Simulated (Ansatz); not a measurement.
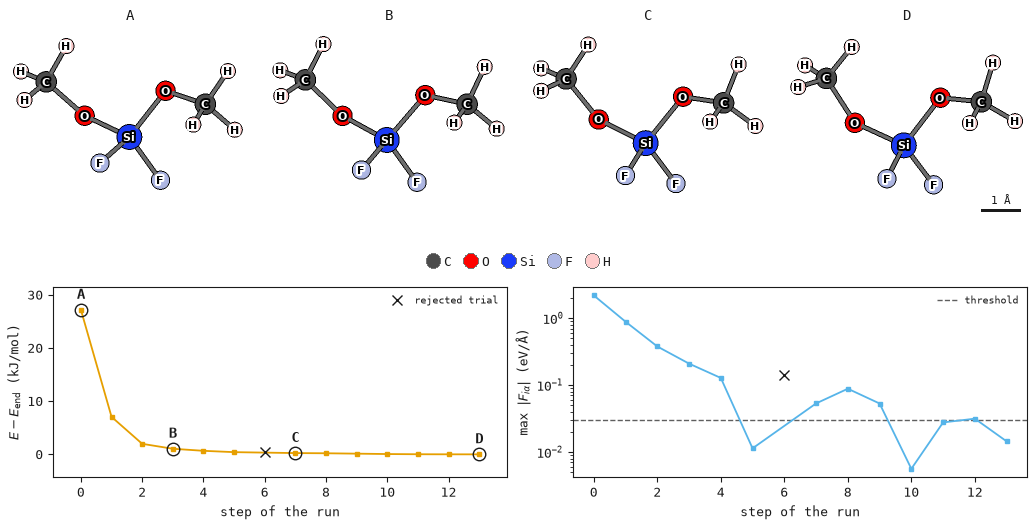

Frames of a relaxation of C2H6F2O2Si (coarse preliminary run), marked on the history of the run. A ball-and-stick model, seen at a tilt.

The start comes from a force field.

These are results of RKS PBE-D4/def2-SVP in Ansatz, not measurements.

Input
```yaml
crystal:
  periodic: [false, false, false]
  atoms:
    - {symbol: C, position_ang: [-1.885100, -0.211800, 1.303600]}
    - {symbol: O, position_ang: [-1.074800, -0.262100, 0.170800]}
    - {symbol: Si, position_ang: [0.178600, 0.791100, 0.088600]}
    - {symbol: F, position_ang: [-0.260100, 2.295400, 0.245800]}
    - {symbol: F, position_ang: [1.205300, 0.448400, 1.294700]}
    - {symbol: O, position_ang: [1.032000, 0.649100, -1.328200]}
    - {symbol: C, position_ang: [1.720000, -0.590900, -1.576800]}
    - {symbol: H, position_ang: [-1.359900, -0.350100, 2.220700]}
    - {symbol: H, position_ang: [-2.709100, -0.910800, 1.225800]}
    - {symbol: H, position_ang: [-2.423700, 0.812800, 1.361900]}
    - {symbol: H, position_ang: [2.458900, -0.792500, -0.811300]}
    - {symbol: H, position_ang: [2.202100, -0.511300, -2.540200]}
    - {symbol: H, position_ang: [0.936300, -1.402200, -1.640500]}
basis:
  gaussian: {orbitals: def2-SVP}
hamiltonian: {xc: pbe, dispersion: d4}
relax: {f_tol: 0.03, max_steps: 200}
```

Run as
```bash
ansatz run in.yaml --threads 4 --pin off --events-out ev --progress --plain --max-ram 11315MiB
```

> Describe the path.

Over 12 accepted moves (13 points after the start) the energy falls by 27.2 kJ/mol. Largest force component: 2.2 eV/Å at the start, 0.014 eV/Å at the end. The line search rejected the trial step at point 6 of the run. The forces were under the threshold at step 5, but the run went on from there. F5 moves most after the best rigid fit: 0.49 Å. Largest moves by element: F 0.49 Å, H 0.38 Å, O 0.32 Å, Si 0.23 Å, C 0.12 Å. Some distances before and after: C1–H10 1.159 → 1.112 Å, C1–H8 1.066 → 1.112 Å, Si3–F4 1.575 → 1.616 Å, C1–O2 1.394 → 1.422 Å. Bond angles that change, for instance: Si3–O6–C7 117.8° → 125.1°, F5–Si3–O6 106.9° → 112.8°, H9–C1–H10 102.7° → 108.3°. Groups turn about Si3–O6 by about 25°. From step 0 to 3: F5 moves most (0.19 Å), energy −26.1 kJ/mol. From step 3 to 7: F5 moves most (0.19 Å), energy −0.81 kJ/mol. From step 7 to 13: H12 moves most (0.15 Å), energy −0.24 kJ/mol.

```tsv
step	E − E(0), kJ/mol	largest force component, eV/Å	note
0	0.00	2.1901	
1	-20.13	0.8868	
2	-25.20	0.3782	
3	-26.13	0.2096	
4	-26.51	0.1280	
5	-26.76	0.0114	
6	-26.69	0.1438	rejected
7	-26.94	0.0533	
8	-26.98	0.0883	
9	-27.05	0.0531	
10	-27.12	0.0056	
11	-27.16	0.0277	
12	-27.17	0.0315	
13	-27.18	0.0145
```
